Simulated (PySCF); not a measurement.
**C3H7FSi: electronic excitations at several levels of theory**

How much do the electronic excitations of C3H7FSi (`C/C(F)=C\[SiH3]`) depend on the level of theory, and what does each level cost?

Computed with PySCF 2.14.0, with density-fitted response routines of our own, on a single molecule in the gas phase. Atoms are numbered from 0 throughout.

## (1) The molecule as given

12 atoms, charge 0, multiplicity 1; geometry from: GFN2-xTB. The atoms were then displaced at random by about 0.01 Å, so the start is not that level's minimum.

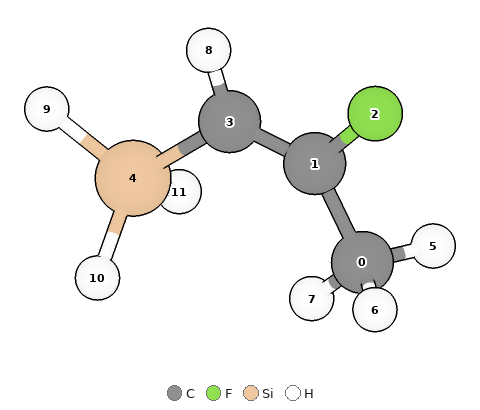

As it starts; carbon grey, fluorine green, silicon light orange, hydrogen white, atoms numbered.

## (2) Optimising the geometry at PBE0-D3(BJ)/def2-SVP

The job: settings as JSON, then the geometry in Å.

```
{"job": {"xc": "PBE0", "basis": "def2-SVP", "d3": "d3bj", "grid": 1, "shake": 0.01, "kind": "geom"}, "charge": 0, "multiplicity": 1}
C      1.366570    -0.919170     0.415700
C      0.999500     0.505250     0.057130
F      2.086970     1.311140     0.066960
C     -0.136500     1.036090    -0.251130
Si    -1.794260     0.086480    -0.333110
H      2.074940    -1.277730    -0.298150
H      1.806750    -0.926660     1.403760
H      0.474410    -1.511590     0.390580
H     -0.186670     2.097130    -0.452800
H     -2.838070     1.044110    -0.686590
H     -2.107760    -0.497340     0.994270
H     -1.706200    -0.975990    -1.315640
```

On the command line:

```bash
$ OMP_NUM_THREADS=1 python probes_run.py task.json out
```

One launch serves the whole session: the jobs run in the order shown.

Standard output:

```text
step   0  E = -507.22368678  max force = 0.071280
step   1  E = -507.23027213  max force = 0.012324
step   2  E = -507.23102841  max force = 0.003810
step   3  E = -507.23108780  max force = 0.002853
step   4  E = -507.23116108  max force = 0.001845
step   5  E = -507.23119694  max force = 0.000635
step   6  E = -507.23123559  max force = 0.000548
step   7  E = -507.23127669  max force = 0.001014
step   8  E = -507.23129735  max force = 0.000519
step   9  E = -507.23130606  max force = 0.000198
optimisation converged
```

It took 36 s on 1 thread of Arm Neoverse V2, shared host; peak memory 0.45 GiB.

Step by step:

```
step  energy from step 0 (eV)  largest force component (eV/Å)
   0                   0.0000                          3.6654
   1                  -0.1792                          0.6337
   2                  -0.1998                          0.1959
   3                  -0.2014                          0.1467
   4                  -0.2034                          0.0949
   5                  -0.2044                          0.0327
   6                  -0.2054                          0.0282
   7                  -0.2065                          0.0521
   8                  -0.2071                          0.0267
   9                  -0.2073                          0.0102
```

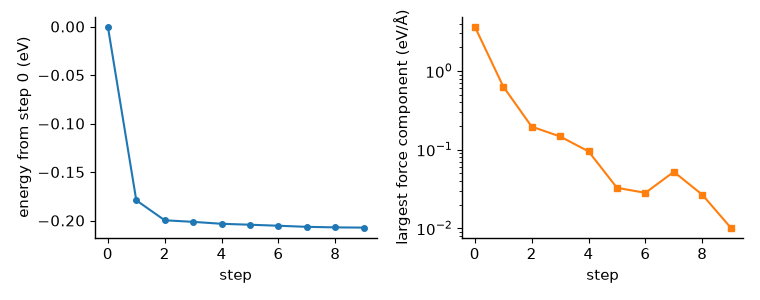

Energy and force, step by step.

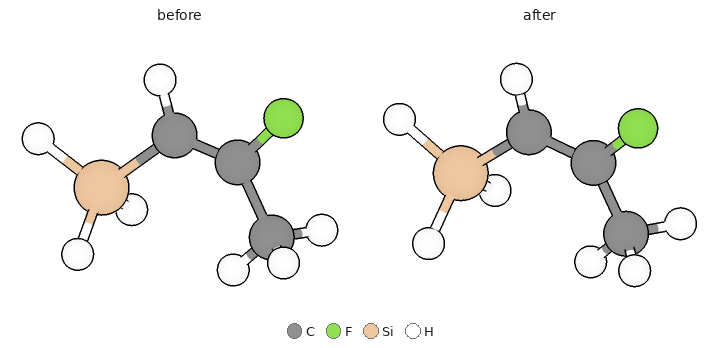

The geometry before (left) and after (right).

Close pairs (by a distance rule), those that changed most:

```
   bond  before (Å)  after (Å)  change (Å)
 C3–Si4       1.912      1.863      -0.049
Si4–H11       1.450      1.497      +0.047
  C1–C3       1.291      1.337      +0.046
  C0–H5       1.068      1.101      +0.034
 Si4–H9       1.460      1.493      +0.033
  C0–C1       1.514      1.485      -0.029
  C0–H7       1.071      1.097      +0.026
  C0–H6       1.082      1.102      +0.020
```

The end geometry stands in the next job.

```
                         at the end point                value
  point group (found at 0.08 Å tolerance)                   C1
rotational constants (GHz, main isotopes)  8.334, 2.094, 1.725
                        dipole moment (D)                 1.10
```

## (3) Ultraviolet spectrum: PBE0/def2-TZVP

The job: settings as JSON, then the geometry in Å.

```
{"job": {"kind": "uv", "xc": "PBE0", "basis": "def2-TZVP"}, "charge": 0, "multiplicity": 1}
C      1.299177    -0.986059     0.367865
C      1.014492     0.463931     0.219025
F      2.107510     1.199909     0.455992
C     -0.135389     1.066529    -0.100944
Si    -1.740722     0.189415    -0.453418
H      2.116663    -1.279846    -0.309278
H      1.635410    -1.199859     1.395002
H      0.417673    -1.601781     0.148540
H     -0.103318     2.160800    -0.143581
H     -2.751767     1.194996    -0.894568
H     -2.270109    -0.516355     0.756811
H     -1.584809    -0.837954    -1.531363
```

With the program's defaults for keys left out, this is: TDDFT PBE0/def2-TZVP, vertical, gas phase, core orbitals frozen in the response.

Standard output:

```text
coarse grid: 10312 points
cycle   1  E = -507.5220816404  dE =  3.289e-01  |g| = 5.358e-01  |ddm| = 2.592e+00
cycle   2  E = -507.4810967981  dE =  4.098e-02  |g| = 7.154e-01  |ddm| = 8.144e-01
cycle   3  E = -507.5750093899  dE = -9.391e-02  |g| = 9.590e-02  |ddm| = 4.834e-01
cycle   4  E = -507.5770221748  dE = -2.013e-03  |g| = 3.868e-02  |ddm| = 9.471e-02
cycle   5  E = -507.5773677231  dE = -3.455e-04  |g| = 1.170e-02  |ddm| = 3.199e-02
cycle   6  E = -507.5773892848  dE = -2.156e-05  |g| = 3.614e-03  |ddm| = 9.621e-03
cycle   7  E = -507.5773921303  dE = -2.845e-06  |g| = 2.622e-04  |ddm| = 2.417e-03
final grid: 94760 points
cycle   8  E = -507.5734822062  dE = -4.433e-05  |g| = 5.801e-03  |ddm| = 4.122e-02
cycle   9  E = -507.5734782842  dE =  3.922e-06  |g| = 7.236e-03  |ddm| = 8.355e-03
cycle  10  E = -507.5734900434  dE = -1.176e-05  |g| = 9.965e-04  |ddm| = 4.477e-03
cycle  11  E = -507.5734901849  dE = -1.415e-07  |g| = 2.096e-04  |ddm| = 7.920e-04
cycle  12  E = -507.5734901923  dE = -7.431e-09  |g| = 2.910e-05  |ddm| = 1.760e-04
cycle  13  E = -507.5734901925  dE = -1.887e-10  |g| = 1.088e-05  |ddm| = 3.191e-05
converged SCF energy = -507.5734901925

Static polarisability (au): isotropic 64.574, principal 50.729 60.386 82.606

Singlet excitations
state   eV       nm        f      main configurations
  1   6.5053    190.6   0.32242   H->L 0.96
  2   6.8721    180.4   0.00218   H->L+1 0.98
  3   7.3339    169.1   0.00240   H->L+2 0.93
  4   7.6673    161.7   0.00500   H-2->L 0.85
  5   7.8288    158.4   0.00153   H-1->L 0.77, H->L+3 0.13
  6   7.9133    156.7   0.02579   H->L+3 0.78, H-2->L 0.09
  7   8.2089    151.0   0.00058   H->L+4 0.55, H->L+6 0.35
  8   8.3639    148.2   0.01823   H-3->L 0.83, H->L+5 0.13
  9   8.5112    145.7   0.00431   H-4->L 0.76
 10   8.5278    145.4   0.00478   H->L+6 0.48, H->L+4 0.32, H-4->L 0.12

Triplet excitations (Tamm-Dancoff, eV): 4.0816 6.6954 7.0714 7.1514
```

Wall time 24 s (1 thread of Arm Neoverse V2, shared host); peak memory 0.83 GiB.

Frontier orbitals and where they lie:

```
orbital     eV                         atoms
 HOMO−3  -9.83  Si4 45 %, H10 25 %, H11 20 %
 HOMO−2  -9.74    C3 35 %, Si4 30 %, H9 12 %
 HOMO−1  -9.55   Si4 40 %, H9 23 %, H11 13 %
   HOMO  -7.41      C3 41 %, C1 28 %, F2 9 %
   LUMO  -0.39    C1 30 %, C3 26 %, Si4 22 %
 LUMO+1   0.75      Si4 58 %, H7 8 %, C0 6 %
 LUMO+2   1.26      Si4 69 %, H9 6 %, H7 5 %
```

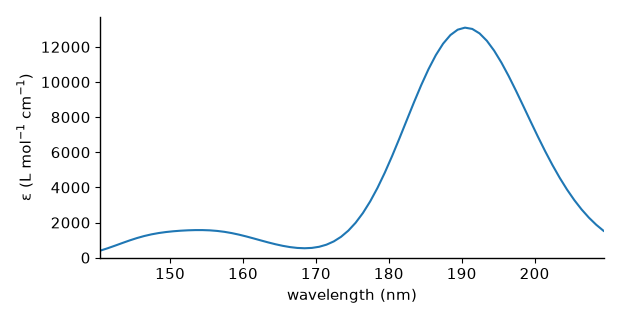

Absorption spectrum: each of the 10 states is a Gaussian band of 0.4 eV half-width at 1/e. Beyond the last state computed it falls off for lack of states.

Ground-state properties from the same run:

```
           property  computed
  dipole moment (D)      1.03
polarisability (Å³)      9.57
 HOMO–LUMO gap (eV)      7.02
      −ε(HOMO) (eV)      7.41
```

## (4) TDDFT and polarisability: PBE0/aug-cc-pVDZ

Same as in step 3 but for these lines:

```diff
@@ -1,2 +1,2 @@
-{"job": {"kind": "uv", "xc": "PBE0", "basis": "def2-TZVP"}, "charge": 0, "multiplicity": 1}
+{"job": {"kind": "uv", "xc": "PBE0", "basis": "aug-cc-pVDZ"}, "charge": 0, "multiplicity": 1}
 C      1.299177    -0.986059     0.367865
```

Method: TDDFT PBE0/aug-cc-pVDZ, vertical, gas phase, core orbitals frozen in the response.

Standard output:

```text
coarse grid: 10312 points
cycle   1  E = -507.4395916908  dE =  3.673e-01  |g| = 4.868e-01  |ddm| = 8.417e+00
cycle   2  E = -507.4023386902  dE =  3.725e-02  |g| = 6.495e-01  |ddm| = 2.183e+00
cycle   3  E = -507.4876549170  dE = -8.532e-02  |g| = 8.987e-02  |ddm| = 1.166e+00
cycle   4  E = -507.4896551000  dE = -2.000e-03  |g| = 3.177e-02  |ddm| = 2.203e-01
cycle   5  E = -507.4898869693  dE = -2.319e-04  |g| = 1.005e-02  |ddm| = 6.561e-02
cycle   6  E = -507.4899040773  dE = -1.711e-05  |g| = 3.106e-03  |ddm| = 2.230e-02
cycle   7  E = -507.4899063664  dE = -2.289e-06  |g| = 2.273e-04  |ddm| = 6.341e-03
final grid: 94760 points
cycle   8  E = -507.4995545094  dE = -1.891e-05  |g| = 6.524e-03  |ddm| = 1.519e-01
cycle   9  E = -507.4995472996  dE =  7.210e-06  |g| = 8.960e-03  |ddm| = 3.410e-02
cycle  10  E = -507.4995649166  dE = -1.762e-05  |g| = 9.689e-04  |ddm| = 1.673e-02
cycle  11  E = -507.4995650910  dE = -1.743e-07  |g| = 1.295e-04  |ddm| = 1.770e-03
cycle  12  E = -507.4995650934  dE = -2.396e-09  |g| = 6.211e-05  |ddm| = 3.401e-04
cycle  13  E = -507.4995650943  dE = -8.893e-10  |g| = 2.418e-05  |ddm| = 1.514e-04
converged SCF energy = -507.4995650943

Static polarisability (au): isotropic 68.407, principal 54.502 64.437 86.281

Singlet excitations
state   eV       nm        f      main configurations
  1   6.2314    199.0   0.00053   H->L+1 0.93
  2   6.3848    194.2   0.28262   H->L 0.95
  3   6.7935    182.5   0.02157   H->L+2 0.79, H->L+3 0.12
  4   6.9308    178.9   0.00117   H->L+3 0.84, H->L+2 0.12
  5   7.1049    174.5   0.00088   H->L+5 0.83, H->L+4 0.08
  6   7.3004    169.8   0.01992   H->L+4 0.89, H->L+5 0.08
  7   7.3734    168.2   0.00020   H->L+6 0.91
  8   7.6730    161.6   0.02151   H-2->L 0.47, H->L+7 0.37
  9   7.6849    161.3   0.03860   H->L+7 0.58, H-2->L 0.31
 10   7.7851    159.3   0.00062   H->L+8 0.76, H-2->L 0.11

Triplet excitations (Tamm-Dancoff, eV): 4.0792 6.1344 6.6672 6.8627
```

Wall time 21 s (1 thread of Arm Neoverse V2, shared host); peak memory 0.8 GiB.

Key values: HOMO -7.39 eV, LUMO -0.44 eV; lowest singlet 6.23 eV.

## (5) TDDFT and polarisability: PBE0/def2-TZVPD

Same as in step 4 but for these lines:

```diff
@@ -1,2 +1,2 @@
-{"job": {"kind": "uv", "xc": "PBE0", "basis": "aug-cc-pVDZ"}, "charge": 0, "multiplicity": 1}
+{"job": {"kind": "uv", "xc": "PBE0", "basis": "def2-TZVPD"}, "charge": 0, "multiplicity": 1}
 C      1.299177    -0.986059     0.367865
```

Method: TDDFT PBE0/def2-TZVPD, vertical, gas phase, core orbitals frozen in the response.

Standard output:

```text
coarse grid: 10312 points
cycle   1  E = -507.5233193772  dE =  3.299e-01  |g| = 5.357e-01  |ddm| = 3.443e+00
cycle   2  E = -507.4814744291  dE =  4.184e-02  |g| = 7.188e-01  |ddm| = 1.899e+00
cycle   3  E = -507.5762638797  dE = -9.479e-02  |g| = 9.526e-02  |ddm| = 9.089e-01
cycle   4  E = -507.5782324410  dE = -1.969e-03  |g| = 3.866e-02  |ddm| = 1.355e-01
cycle   5  E = -507.5785793807  dE = -3.469e-04  |g| = 1.180e-02  |ddm| = 6.744e-02
cycle   6  E = -507.5786011938  dE = -2.181e-05  |g| = 3.704e-03  |ddm| = 1.958e-02
cycle   7  E = -507.5786041715  dE = -2.978e-06  |g| = 2.768e-04  |ddm| = 7.279e-03
final grid: 94760 points
cycle   8  E = -507.5747090364  dE = -4.651e-05  |g| = 5.819e-03  |ddm| = 1.855e-01
cycle   9  E = -507.5747050815  dE =  3.955e-06  |g| = 7.253e-03  |ddm| = 1.741e-02
cycle  10  E = -507.5747169396  dE = -1.186e-05  |g| = 1.004e-03  |ddm| = 9.916e-03
cycle  11  E = -507.5747170832  dE = -1.436e-07  |g| = 2.181e-04  |ddm| = 1.931e-03
cycle  12  E = -507.5747170912  dE = -7.984e-09  |g| = 3.166e-05  |ddm| = 3.706e-04
cycle  13  E = -507.5747170914  dE = -2.190e-10  |g| = 1.272e-05  |ddm| = 8.669e-05
converged SCF energy = -507.5747170914

Static polarisability (au): isotropic 68.189, principal 54.253 64.273 86.041

Singlet excitations
state   eV       nm        f      main configurations
  1   6.3983    193.8   0.29777   H->L 0.95
  2   6.4452    192.4   0.00222   H->L+1 0.95
  3   7.0118    176.8   0.01718   H->L+2 0.91
  4   7.1173    174.2   0.00189   H->L+3 0.64, H->L+4 0.33
  5   7.3584    168.5   0.00299   H->L+4 0.62, H->L+3 0.32
  6   7.6089    162.9   0.00012   H-2->L 0.75, H->L+5 0.11, H-1->L 0.10
  7   7.7609    159.8   0.00135   H->L+5 0.62, H-2->L 0.19, H-1->L 0.09
  8   7.7846    159.3   0.01511   H-1->L 0.72, H->L+5 0.17
  9   7.9707    155.5   0.04819   H->L+6 0.91
 10   8.1265    152.6   0.00152   H->L+7 0.86

Triplet excitations (Tamm-Dancoff, eV): 4.0637 6.3149 6.8562 6.9217
```

Wall time 35 s (1 thread of Arm Neoverse V2, shared host); peak memory 0.98 GiB.

This run: HOMO -7.43 eV, LUMO -0.47 eV; lowest singlet 6.40 eV.

## (6) TDDFT and polarisability: PBE0/6-31+G*

Same as in step 5 but for these lines:

```diff
@@ -1,2 +1,2 @@
-{"job": {"kind": "uv", "xc": "PBE0", "basis": "def2-TZVPD"}, "charge": 0, "multiplicity": 1}
+{"job": {"kind": "uv", "xc": "PBE0", "basis": "6-31+G*"}, "charge": 0, "multiplicity": 1}
 C      1.299177    -0.986059     0.367865
```

Method: TDDFT PBE0/6-31+G*, vertical, gas phase, core orbitals frozen in the response.

Standard output:

```text
coarse grid: 10312 points
cycle   1  E = -507.4488719278  dE =  3.479e-01  |g| = 4.805e-01  |ddm| = 3.309e+00
cycle   2  E = -507.4132881452  dE =  3.558e-02  |g| = 6.357e-01  |ddm| = 9.527e-01
cycle   3  E = -507.4969998885  dE = -8.371e-02  |g| = 8.913e-02  |ddm| = 6.965e-01
cycle   4  E = -507.4989875697  dE = -1.988e-03  |g| = 3.080e-02  |ddm| = 2.353e-01
cycle   5  E = -507.4992021988  dE = -2.146e-04  |g| = 9.950e-03  |ddm| = 4.384e-02
cycle   6  E = -507.4992196097  dE = -1.741e-05  |g| = 2.737e-03  |ddm| = 1.080e-02
cycle   7  E = -507.4992213962  dE = -1.786e-06  |g| = 1.952e-04  |ddm| = 6.247e-03
final grid: 94760 points
cycle   8  E = -507.4633781262  dE = -1.402e-05  |g| = 6.863e-03  |ddm| = 3.871e-02
cycle   9  E = -507.4633701009  dE =  8.025e-06  |g| = 9.574e-03  |ddm| = 1.824e-02
cycle  10  E = -507.4633892862  dE = -1.919e-05  |g| = 9.575e-04  |ddm| = 1.043e-02
cycle  11  E = -507.4633894693  dE = -1.831e-07  |g| = 1.125e-04  |ddm| = 1.270e-03
cycle  12  E = -507.4633894704  dE = -1.062e-09  |g| = 7.751e-05  |ddm| = 2.959e-04
cycle  13  E = -507.4633894719  dE = -1.507e-09  |g| = 1.747e-05  |ddm| = 1.457e-04
cycle  14  E = -507.4633894720  dE = -7.685e-11  |g| = 2.696e-06  |ddm| = 3.592e-05
converged SCF energy = -507.4633894720

Static polarisability (au): isotropic 61.688, principal 48.520 57.497 79.046

Singlet excitations
state   eV       nm        f      main configurations
  1   6.3731    194.5   0.00208   H->L+1 0.95
  2   6.6195    187.3   0.36009   H->L 0.96
  3   6.9776    177.7   0.02107   H->L+2 0.93
  4   7.2494    171.0   0.00163   H->L+3 0.91
  5   7.3640    168.4   0.00072   H->L+4 0.62, H->L+5 0.28
  6   7.6886    161.3   0.02373   H->L+5 0.66, H->L+4 0.30
  7   7.7639    159.7   0.00082   H-2->L 0.49, H->L+6 0.39
  8   7.8746    157.4   0.00485   H->L+6 0.50, H-2->L 0.40
  9   7.9828    155.3   0.00573   H-1->L 0.81, H-4->L 0.10
 10   8.0399    154.2   0.00100   H->L+7 0.86

Triplet excitations (Tamm-Dancoff, eV): 4.0945 6.2647 6.8379 7.1139
```

Wall time 9.9 s (1 thread of Arm Neoverse V2, shared host); peak memory 0.58 GiB.

This run: HOMO -7.40 eV, LUMO -0.32 eV; lowest singlet 6.37 eV.

## (7) Comparing the runs: electronic excitations

Excitations and ground-state properties, with basis size and wall time:

```
             run  lowest singlet (eV)  brightest (eV)      f  gap (eV)  α (Å³)  μ (D)  functions   time
  PBE0/def2-TZVP                 6.51            6.51  0.322      7.02    9.57   1.03        203   24 s
PBE0/aug-cc-pVDZ                 6.23            6.38  0.283      6.95   10.14   1.05        182   21 s
 PBE0/def2-TZVPD                 6.40            6.40  0.298      6.96   10.10   1.05        257   35 s
    PBE0/6-31+G*                 6.37            6.62  0.360      7.07    9.14   1.13        108  9.9 s
```

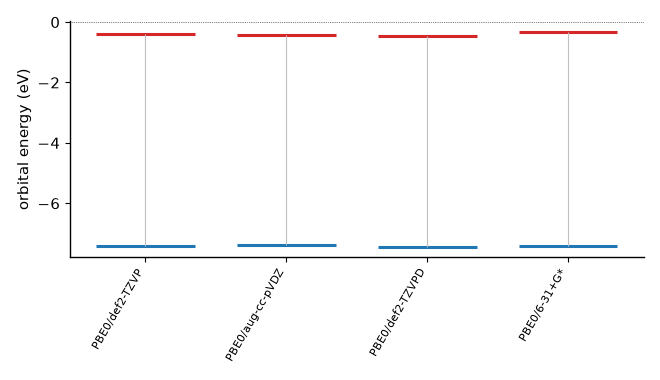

HOMO (blue) and LUMO (red) run by run.

## (8) What came out

| quantity | value |
| --- | --- |
| point group | C1 |
| rotational constants (main isotopes) | 8.33, 2.09, 1.73 GHz |
| lowest singlet (PBE0/def2-TZVP) | 6.51 eV (191 nm), f = 0.322 |
| lowest triplet | 4.08 eV |
| range of the lowest singlet | 6.23 to 6.51 eV |

In words: Single values in the summary come from the first sound run of each kind (PBE0/def2-TZVP), which need not be the best level. The start of the PBE0/def2-SVP relaxation was shaken at random by about 0.01 Å, so part of the energy gained, and of the first lengths quoted, undoes that. Relaxing lowered the energy by 0.207 eV in 9 steps; the close pair that moved most is C3–Si4, from 1.912 to 1.863 Å. No frequency check was run at this level, so the end point may be a saddle. The lowest singlet, at 6.51 eV, is HOMO→LUMO 0.96 and is bright. The lowest triplet lies 2.42 eV below the lowest singlet (triplets in Tamm-Dancoff, singlets in full TDDFT). The basis of PBE0/def2-TZVP has no diffuse functions, so Rydberg states are missing and the high states are unreliable. The lowest singlet runs from 6.23 eV (PBE0/aug-cc-pVDZ) to 6.51 eV (PBE0/def2-TZVP), while the orbital gap spans 6.95 to 7.07 eV. The lowest state need not be the same one in every run.
